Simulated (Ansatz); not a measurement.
## Cl2 (chlorine): methods side by side

The species is Cl2 (2 atoms), meant as a singlet with charge 0. SMILES: `ClCl`. The shape was relaxed beforehand at PBE0/def2-SVP.

```xyz
2

Cl    0.8640   -0.2877    0.4430
Cl   -0.8640    0.2877   -0.4430
```

Quantity: the adiabatic electron affinity (to the doublet anion, shapes relaxed at PBE0/def2-SVP, no zero-point term), in eV. The values are calculated.

The electron affinity is E(neutral) − E(anion): positive where the electron is bound.

```csv
level,kind,program,value (eV)
HF/def2-TZVPP,Hartree–Fock,Ansatz,2.06
SVWN5/def2-TZVPP,LDA,Ansatz,2.25
r2SCAN/def2-TZVPP,meta-GGA,Ansatz,2.56
B3LYP/def2-TZVPP,global hybrid,Ansatz,2.59
PBE0-D4/def2-TZVPP,global hybrid,Ansatz,2.38
CAM-B3LYP/def2-TZVPP,range-separated hybrid,Ansatz,2.51
B2PLYP/def2-TZVPP,double hybrid,Ansatz,2.35
RPA@PBE/def2-TZVPP,RPA,Ansatz,2.44
```

Sets without diffuse functions describe the anion poorly, and affinities from them come out too low, at high levels too. The values span 2.06 to 2.59 eV.

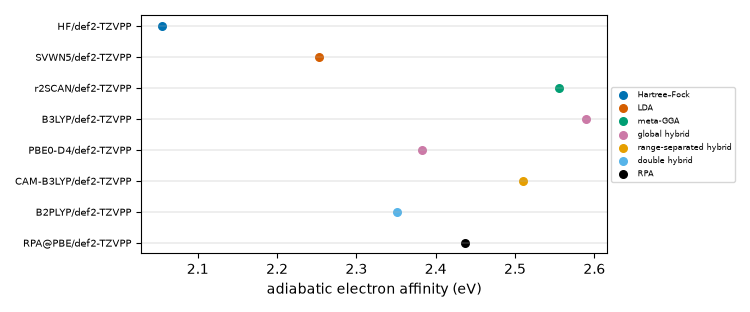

The values of the table, level by level.
